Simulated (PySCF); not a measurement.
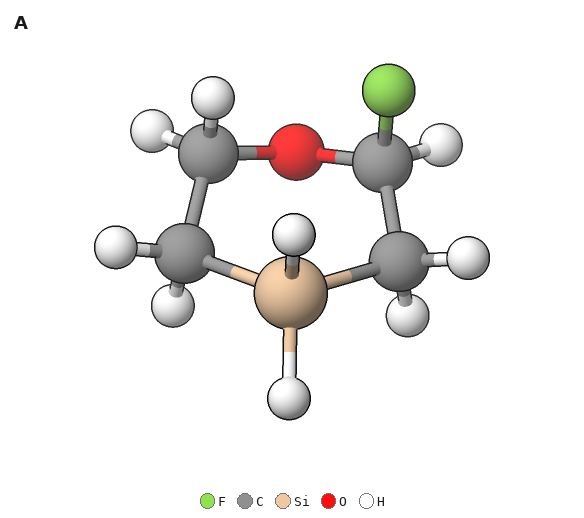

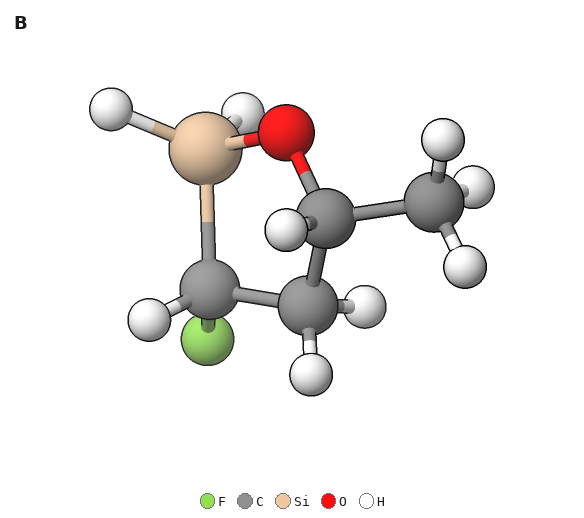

2 stationary structures of one formula. Geometries: GFN2-xTB. Electronic energies: B3LYP/def2-SVPD (PySCF 2.14.0), without zero-point energy. No frequency run is at hand to confirm each as a minimum.

**How are they related?**

They are constitutional isomers of C4H9FOSi: A `F[C@H]1C[SiH2]CCO1`, B `C[C@@H]1C[C@H](F)[SiH2]O1`.

**Rank them by energy, lowest first.**

B is lowest; A lies 46.8 kJ/mol above it.

The geometry is semi-empirical. Around Si such bond lengths and angles can be off by a tenth of an ångström or more and by several degrees, and values that hang on the shape move with them.
